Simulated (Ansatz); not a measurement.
```
Zr Nb O
1.0
     6.62767    0.00000    0.00000
    -3.31383    5.73973    0.00000
     0.00000    0.00000   10.67311
Zr Nb O
3 6 12
Direct
  0.00000 0.00000 0.00000
  0.66667 0.33333 0.33333
  0.33333 0.66667 0.66667
  0.00000 0.00000 0.32463
  0.66667 0.33333 0.65796
  0.33333 0.66667 0.99129
  0.66667 0.33333 0.00871
  0.33333 0.66667 0.34204
  0.00000 0.00000 0.67537
  0.50000 0.00000 0.00000
  0.16667 0.33333 0.33333
  0.83333 0.66667 0.66667
  0.00000 0.50000 0.00000
  0.66667 0.83333 0.33333
  0.33333 0.16667 0.66667
  0.50000 0.50000 0.00000
  0.16667 0.83333 0.33333
  0.83333 0.16667 0.66667
  0.33333 0.66667 0.16667
  0.00000 0.00000 0.50000
  0.66667 0.33333 0.83333
```

Space group R-3m; a structure generated by program, which may or may not match a known phase; spin-polarised.

The calculation used DFT PBE, scalar-relativistic, plane waves, PAW in Ansatz.

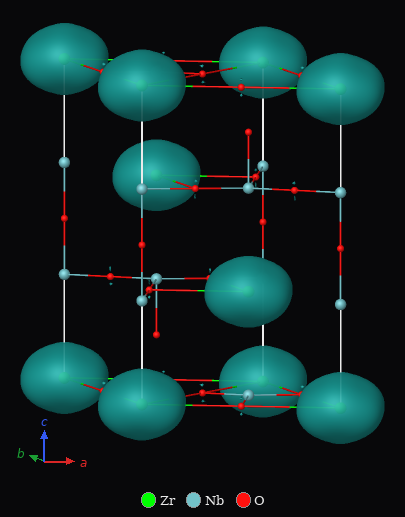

ZrNb2O4. Isosurface of the spin density (up minus down) at +0.05 e/Å³ (teal), seen slightly off an axis. Sticks mark near contacts.

In a PAW calculation such maps are meaningful between the atoms, not at the nuclei.

> Where is the spin, and how is it ordered?

The spin density sits on Zr: +1.3 μB (×3) in one cell of 21 atoms: parallel main moments, as they must be, since the calculation's own cell holds one magnetic site. The cell of the calculation (7 atoms) carries 2.3 μB of net spin moment.
